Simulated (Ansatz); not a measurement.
**singlet PO+ at 6 levels**

We compute a comparison of 6 runs (B3LYP/STO-3G, BLYP/STO-3G, HSE06/STO-3G, PBE/STO-3G, revPBE/STO-3G, MP2/STO-3G) of singlet PO+. 

The results are computed with Ansatz 0.2.0.

36 further runs of the same task are left out: 5 that didn't finish, 31 set aside as unsound or not needed.

## (1) The structure to begin with

The species is PO+ (2 atoms), meant as a singlet with charge +1. SMILES of the parent species: `O=[P]`. The coordinates come from a PBE0-D4/def2-TZVP relaxation. That shape belongs to the parent species and isn't relaxed for this state.

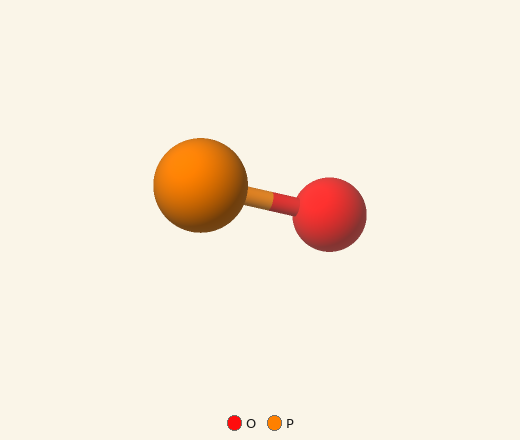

Viewed from a chosen angle; oxygen red, phosphorus orange.

## (2) The energy at B3LYP/STO-3G (run 1)

File molecule.yaml:

```yaml
basis:
  gaussian:
    orbitals: STO-3G
crystal:
  periodic: [false, false, false]
  atoms:
    - {symbol: O, position_ang: [0.000000, -0.000000, -0.009450]}
    - {symbol: P, position_ang: [-0.000000, 0.000000, 1.464540]}
total_charge: 1
hamiltonian:
  xc: {name: B3LYP}
accuracy: high
```

On the command line:

```bash
$ ansatz run molecule.yaml --threads 1 --pin off --max-ram 3480MiB --events-out events.jsonl --progress --plain --runs-dir runs
```

What it wrote:

```text
Warning: RAYON_NUM_THREADS=1 ignored (pool sized by the plan → 1); use --threads N
Functional definition: B3LYP
  name "B3LYP"
  parameter a0 = 0.2
  parameter ax = 0.72
  parameter ac = 0.81
  exchange = (1 - a0 - ax)*slater_x + ax*b88_x + a0*exact_x
  correlation = (1 - ac)*vwn_rpa_c + ac*lyp_c
224 factors; integrals over basis functions are off by at most 1.2e-8 eV
mean field evaluation 1: about -11178.3461 eV, gradient 5.9e1 eV
mean field evaluation 2: about -11084.7487 eV, gradient 1.3e2 eV
mean field evaluation 4: about -11191.7901 eV, gradient 3.1e1 eV
mean field evaluation 8: about -11194.6874 eV, gradient 7.0e-3 eV
mean field evaluation 16: about -11194.6731 eV, gradient 8.9e-7 eV
mean field -11194.67307575 eV, -411.3966475119 hartree, gradient 4.7e-9 eV, S^2 0.000000; 0 other end points of the search recorded, 0 dependent functions left out
reference -11194.67309297 eV, -411.3966481448 hartree; 11, 11 occupied and 3, 3 virtual orbitals, 224 factors
Total energy: -11194.67309297 eV, -411.3966481448 hartree
```

It took 0.38 s on 1 thread of Intel Xeon Platinum 8488C (Sapphire Rapids), shared host.

## (3) The energy at BLYP/STO-3G (run 2)

File molecule.yaml:

```yaml
crystal:
  periodic: [false, false, false]
  atoms:
    - {symbol: O, position_ang: [0.000000, -0.000000, -0.009450]}
    - {symbol: P, position_ang: [-0.000000, 0.000000, 1.464540]}
basis:
  gaussian:
    orbitals: STO-3G
total_charge: 1
hamiltonian:
  xc: {name: BLYP}
accuracy: high
```

On the command line:

```bash
$ ansatz run molecule.yaml --threads 1 --pin off --max-ram 3480MiB --events-out events.jsonl --progress --plain --runs-dir runs
```

What it wrote:

```text
Warning: RAYON_NUM_THREADS=1 ignored (pool sized by the plan → 1); use --threads N
Functional definition: BLYP
  name "BLYP"
  parameter beta = 0.0042
  parameter a = 0.04918
  parameter b = 0.132
  parameter c = 0.2533
  parameter d = 0.349
  exchange = b88_x(beta = beta)
  correlation = lyp_c(a = a, b = b, c = c, d = d)
224 factors; integrals over basis functions are off by at most 1.2e-8 eV
mean field evaluation 1: about -11175.7257 eV, gradient 6.2e1 eV
mean field evaluation 2: about -11065.7956 eV, gradient 1.3e2 eV
mean field evaluation 4: about -11180.3358 eV, gradient 5.8e1 eV
mean field evaluation 8: about -11193.9552 eV, gradient 2.0e-1 eV
mean field evaluation 16: about -11193.9338 eV, gradient 7.6e-6 eV
mean field -11193.93381429 eV, -411.3694801544 hartree, gradient 4.3e-9 eV, S^2 0.000000; 0 other end points of the search recorded, 0 dependent functions left out
reference -11193.93383783 eV, -411.3694810192 hartree; 11, 11 occupied and 3, 3 virtual orbitals, 224 factors
Total energy: -11193.93383783 eV, -411.3694810192 hartree
```

Wall time 0.37 s (1 thread of Intel Xeon Platinum 8488C (Sapphire Rapids), shared host).

Runs 3 to 4 aren't shown in full; the table further down has their settings and results.

## (4) The energy at revPBE/STO-3G (run 5)

File job.yaml:

```yaml
basis:
  gaussian:
    orbitals: STO-3G
crystal:
  periodic: [false, false, false]
  atoms:
    - {symbol: O, position_ang: [0.000000, -0.000000, -0.009450]}
    - {symbol: P, position_ang: [-0.000000, 0.000000, 1.464540]}
accuracy: high
total_charge: 1
hamiltonian:
  xc: {name: revPBE}
```

On the command line:

```bash
$ ansatz run job.yaml --threads 1 --pin off --max-ram 3480MiB --events-out events.jsonl --progress --plain --runs-dir runs
```

What it wrote:

```text
Warning: RAYON_NUM_THREADS=1 ignored (pool sized by the plan → 1); use --threads N
Functional definition: revPBE
  name "revPBE"
  parameter kappa = 1.245
  parameter beta = 0.06672455060314922
  exchange = pbe_x(kappa = kappa, mu = beta*pi^2/3)
  correlation = pbe_c(beta = beta)
224 factors; integrals over basis functions are off by at most 1.2e-8 eV
mean field evaluation 1: about -11175.2427 eV, gradient 6.1e1 eV
mean field evaluation 2: about -11067.0709 eV, gradient 1.3e2 eV
mean field evaluation 4: about -11179.8754 eV, gradient 5.7e1 eV
mean field evaluation 8: about -11192.9964 eV, gradient 1.5e-1 eV
mean field evaluation 16: about -11192.9766 eV, gradient 7.4e-7 eV
mean field -11192.97664242 eV, -411.3343047367 hartree, gradient 2.6e-9 eV, S^2 0.000000; 0 other end points of the search recorded, 0 dependent functions left out
reference -11192.97664368 eV, -411.3343047832 hartree; 11, 11 occupied and 3, 3 virtual orbitals, 224 factors
Total energy: -11192.97664368 eV, -411.3343047832 hartree
```

Run time: 0.36 s. Hardware: 1 thread of Intel Xeon Platinum 8488C (Sapphire Rapids), shared host.

## (5) The energy at MP2/STO-3G (run 6)

File in.yaml:

```yaml
crystal:
  periodic: [false, false, false]
  atoms:
    - {symbol: O, position_ang: [0.000000, -0.000000, -0.009450]}
    - {symbol: P, position_ang: [-0.000000, 0.000000, 1.464540]}
basis:
  gaussian:
    orbitals: STO-3G
total_charge: 1
correlation:
  method: mp2
  frozen_orbitals: {O: 1, P: 5}
accuracy: high
```

On the command line:

```bash
$ ansatz run in.yaml --threads 1 --pin off --max-ram 3480MiB --events-out events.jsonl --progress --plain --runs-dir runs
```

What it wrote:

```text
Warning: RAYON_NUM_THREADS=1 ignored (pool sized by the plan → 1); use --threads N
Functional definition: HF
  name "HF"
  exchange = exact_x
  correlation = 0
224 factors; integrals over basis functions are off by at most 1.2e-8 eV
mean field evaluation 1: about -11159.5012 eV, gradient 4.9e1 eV
mean field evaluation 2: about -11159.5223 eV, gradient 4.9e1 eV
mean field evaluation 4: about -11170.0579 eV, gradient 6.4e0 eV
mean field evaluation 8: about -11170.1606 eV, gradient 4.7e-2 eV
mean field -11170.16061801 eV, -410.4958313051 hartree, gradient 6.9e-8 eV, S^2 0.000000; 0 other end points of the search recorded, 0 dependent functions left out; unrestricted orbitals would lower it
mean field evaluation 16: about -11170.5127 eV, gradient 2.2e0 eV
6 core orbitals not correlated: weight in the atoms' cores, before any rotation towards them, 1.000 or more for the frozen orbitals, at most 0.000 for the correlated occupied ones
reference -11170.16061801 eV, -410.4958313051 hartree; 5, 5 occupied and 3, 3 virtual orbitals, 224 factors
second order -5.10746587 eV of doubles, -0.00000000 eV of singles
Total energy: -11175.26808389 eV, -410.6835272140 hartree
```

Run time: 0.1 s. Hardware: 1 thread of Intel Xeon Platinum 8488C (Sapphire Rapids), shared host.

## (6) All runs side by side

| run | level | frozen core orbitals | energy (Eh) | wall time |
| --- | --- | --- | --- | --- |
| 1 | B3LYP/STO-3G | – | -411.396648 | 0.38 s |
| 2 | BLYP/STO-3G | – | -411.369481 | 0.37 s |
| 3 | HSE06/STO-3G | – | -411.196899 | 0.48 s |
| 4 | PBE/STO-3G | – | -411.169368 | 0.36 s |
| 5 | revPBE/STO-3G | – | -411.334305 | 0.36 s |
| 6 | MP2/STO-3G | 6 | -410.683527 | 0.1 s |

## (7) Results

```
                                          quantity          value
                               run 6: total energy  -410.68353 Eh
run 6: correlation energy (6 core orbitals frozen)     -187.7 mEh
```

In words: Totals of different functionals can't be ranked against each other. In run 6 the log says that unrestricted orbitals would lower the reference, so the values rest on an unstable closed-shell determinant (other closed-shell runs at this shape may share the fault). In runs 1, 2, 3, 4, 5, 6 the basis is minimal, so the values are rough. All runs together took 2 s, the longest 0.48 s.
